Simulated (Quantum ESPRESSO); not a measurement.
**CeO2 (Fm-3m): the LO frequency by hand**

Aim: work out the LO frequency and the static dielectric constant of CeO2 (Fm-3m) from one linear-response run, then check them.

Calculated with Quantum ESPRESSO 7.5; DFT LDA, scalar-relativistic, plane waves, JTH PAW pseudopotentials.

## 1. The relaxed structure

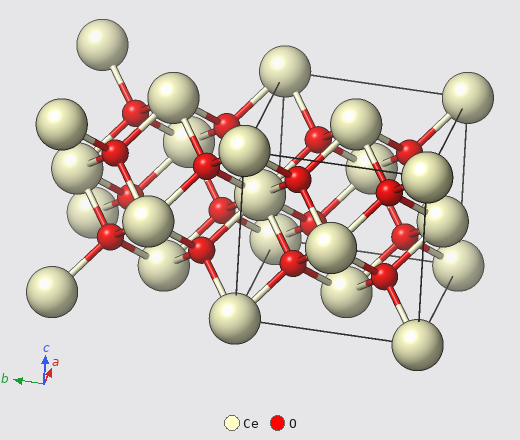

The cell as given, from a free direction (cerium light yellow, oxygen red). 1×2×1 cells are drawn. This picture shows the conventional cell, with its axes. Some periodic images of atoms are drawn too.

As a file:

```cif
data_structure
_symmetry_space_group_name_H-M 'P 1'
_symmetry_Int_Tables_number 1
_cell_length_a 3.8092
_cell_length_b 3.8092
_cell_length_c 3.8092
_cell_angle_alpha 60.000
_cell_angle_beta 60.000
_cell_angle_gamma 60.000
_cell_volume 39.08
loop_
_atom_site_label
_atom_site_type_symbol
_atom_site_fract_x
_atom_site_fract_y
_atom_site_fract_z
_atom_site_occupancy
Ce1 Ce 0.00000 0.00000 0.00000 1
O2 O 0.25000 0.25000 0.25000 1
O3 O 0.75000 0.75000 0.75000 1
```

This is the cell after its relaxation at this level of theory, not the database cell from which that began.

## 2. What the response run gave

A linear-response run on the relaxed cell, with the response to an electric field; only its zone-centre results are used. Cutoff 50 Ry, k mesh 8×8×8.

What it wrote:

```text
[banners, grids, parts of the stress and lines that vanish by symmetry left out]
Program PHONON v.7.5
     Reading xml data from directory:

[...]
Exchange-correlation= PW
                           (   1   4   0   0   0   0   0)
[...]
kinetic-energy cut-off    =      50.0000  Ry
     charge density cut-off    =     250.0000  Ry
     convergence threshold     =      1.0E-18
[...]
Exchange-correlation= PW
                           (   1   4   0   0   0   0   0)
[...]
q = (   0.0000000   0.0000000   0.0000000 )
     49 Sym.Ops. (with q -> -q+G )
     G cutoff =  328.1287  (  17573 G-vectors)     FFT grid: ( 40, 40, 40)
     G cutoff =  262.5030  (  12627 G-vectors)  smooth grid: ( 36, 36, 36)
     number of k points=    29
[...]
Mode symmetry, O_h (m-3m)  point group:
[...]
Dielectric constant
[...]
End of electric fields calculation
          Dielectric constant in cartesian axis
          (       7.933775803      -0.000000000      -0.000000000 )
          (      -0.000000000       7.933775803       0.000000000 )
          (      -0.000000000      -0.000000000       7.933775803 )
          Effective charges (d Force / dE) in cartesian axis without acoustic sum rule applied (asr)
           atom    1  Ce    Mean Z*:        5.76451
      Ex  (        5.76451       -0.00000        0.00000 )
      Ey  (       -0.00000        5.76451       -0.00000 )
      Ez  (        0.00000       -0.00000        5.76451 )
           atom    2  O     Mean Z*:       -2.88139
      Ex  (       -2.88139        0.00000       -0.00000 )
      Ey  (        0.00000       -2.88139        0.00000 )
      Ez  (       -0.00000        0.00000       -2.88139 )
           atom    3  O     Mean Z*:       -2.88139
      Ex  (       -2.88139        0.00000        0.00000 )
      Ey  (        0.00000       -2.88139       -0.00000 )
      Ez  (        0.00000       -0.00000       -2.88139 )
          Effective charges Sum: Mean:        0.00174
[...]
Effective charges (d Force / dE) in cartesian axis with asr applied:
           atom    1  Ce    Mean Z*:        5.76393
[...]
atom    2  O     Mean Z*:       -2.88196
[...]
atom    3  O     Mean Z*:       -2.88196
[...]
Representation #   1 modes #   1   2   3
[...]
End of self-consistent calculation
     Convergence has been achieved
     Representation #   2 modes #   4   5   6
[...]
End of self-consistent calculation
     Convergence has been achieved
     Representation #   3 modes #   7   8   9
[...]
End of self-consistent calculation
     Convergence has been achieved
[...]
Dielectric constant in cartesian axis
          (       7.933775803      -0.000000000      -0.000000000 )
          (      -0.000000000       7.933775803       0.000000000 )
          (      -0.000000000      -0.000000000       7.933775803 )
          Effective charges (d Force / dE) in cartesian axis without acoustic sum rule applied (asr)
           atom    1  Ce    Mean Z*:        5.76451
      Ex  (        5.76451       -0.00000        0.00000 )
      Ey  (       -0.00000        5.76451       -0.00000 )
      Ez  (        0.00000       -0.00000        5.76451 )
           atom    2  O     Mean Z*:       -2.88139
      Ex  (       -2.88139        0.00000       -0.00000 )
      Ey  (        0.00000       -2.88139        0.00000 )
      Ez  (       -0.00000        0.00000       -2.88139 )
           atom    3  O     Mean Z*:       -2.88139
      Ex  (       -2.88139        0.00000        0.00000 )
      Ey  (        0.00000       -2.88139       -0.00000 )
      Ez  (        0.00000       -0.00000       -2.88139 )
          Effective charges Sum: Mean:        0.00174
[...]
Effective charges (d Force / dE) in cartesian axis with asr applied:
           atom    1  Ce    Mean Z*:        5.76393
[...]
atom    2  O     Mean Z*:       -2.88196
[...]
atom    3  O     Mean Z*:       -2.88196
[...]
q = (    0.000000000   0.000000000   0.000000000 )
[...]
freq (    1) =      -0.020036 [THz] =      -0.668319 [cm-1]
     freq (    2) =      -0.020036 [THz] =      -0.668319 [cm-1]
     freq (    3) =      -0.020036 [THz] =      -0.668319 [cm-1]
     freq (    4) =       9.001209 [THz] =     300.247999 [cm-1]
     freq (    5) =       9.001209 [THz] =     300.247999 [cm-1]
     freq (    6) =       9.001209 [THz] =     300.247999 [cm-1]
     freq (    7) =      13.335439 [THz] =     444.822373 [cm-1]
     freq (    8) =      13.335439 [THz] =     444.822373 [cm-1]
     freq (    9) =      13.335439 [THz] =     444.822373 [cm-1]
[...]
Mode symmetry, O_h (m-3m)  point group:
     freq (   1-   3) =         -0.7  [cm-1]   --> T_1u G_15  G_4- I
     freq (   4-   6) =        300.2  [cm-1]   --> T_1u G_15  G_4- I
     freq (   7-   9) =        444.8  [cm-1]   --> T_2g G_25' G_5+ R

   JOB DONE.
```

```tsv
quantity	value
cell volume Ω (Å³)	39.083
mass of Ce (u)	140.116
mass of O (u)	15.999
Born charge of Ce, raw (e)	5.765
Born charge of O, raw (e)	-2.881
ε∞	7.934
ω(TO) after the sum rule (cm⁻¹)	300.2
```

## 3. The calculation

The charges must sum to zero over the cell; taking off their mean, 0.001 e, leaves Z* = 5.764 e on Ce. In the polar mode Ce moves against the two O, so the reduced mass is μ = 140.12 × 32.00 / 172.11 = 26.049 u.

A longitudinal wave builds up a field that adds to the restoring force: ω(LO)² = ω(TO)² + 4π Z*² / (μ Ω ε∞), in Hartree atomic units. With μ = 47485 electron masses and Ω = 263.74 bohr³ the second term is 4.2018e-06 Ha², or 202395 cm⁻² (1 Ha = 219474.6 cm⁻¹).

So ω(LO) = √(90150 + 202395) = 540.9 cm⁻¹, and by the Lyddane-Sachs-Teller relation ε₀ = ε∞ (ω(LO)/ω(TO))² = 25.75.

## 4. Check against the program

The analysis program adds the same non-analytic term to the full matrix, here for q along (1 0 0).

What it wrote:

```text
[banners, grids, parts of the stress and lines that vanish by symmetry left out]
[banner, memory and clock lines left out]
Program DYNMAT v.7.5

     Reading Dynamical Matrix from file g.dyn
     ...Force constants read
     ...epsilon and Z* read

     Polarizability (A^3 units)
     multiply by 0.302000 for Clausius-Mossotti correction
        21.564742   -0.000000   -0.000000
        -0.000000   21.564742   -0.000000
        -0.000000    0.000000   21.564742

     IR activities are in (D/A)^2/amu units

# mode   [cm-1]    [THz]      IR
    1     -0.00   -0.0000    0.0000
    2      0.00    0.0000    0.0000
[...]
8    444.83   13.3355    0.0000
    9    540.88   16.2150   29.4246

[end of the log left out, with the tail of the file of modes that dynmat.x writes under the same name]
```

ε₀ comes from the program's run without a direction of q.

```tsv
quantity	by hand	program
ω(LO) (cm⁻¹)	540.9	540.9
ε₀	25.75	25.75
```

## 5. Results

```yaml
to_mode: 300.2 cm⁻¹
lo_mode: 540.9 cm⁻¹
static_dielectric_constant: 25.75
```

What this shows: The LO mode of CeO2 (Fm-3m) lies at 541 cm⁻¹, 241 cm⁻¹ above the TO mode; the formula meets the program within 0.1 cm⁻¹, as it must for a cubic crystal with one polar mode. ω(LO)² − ω(TO)² goes with Z*²/ε∞: an error of 5 % in ε∞ would move the LO mode by 9.0 cm⁻¹, and semilocal functionals tend to overestimate ε∞. These are harmonic values at zero temperature, at the volume of this functional, for the structure held cubic; stability elsewhere in the zone is no part of this calculation.

[Host names and launcher messages were left out of these logs when they were recorded.]

[Logs are printed without paths, hosts, clocks, repeated set-up lines and the standing remarks that a program may print on its own settings, such as how far it seeks lower states.]

[Hosts, paths, dates, database ids (printed as entryN), source tags and the programs' standing remarks are cut or masked in the printed files.]
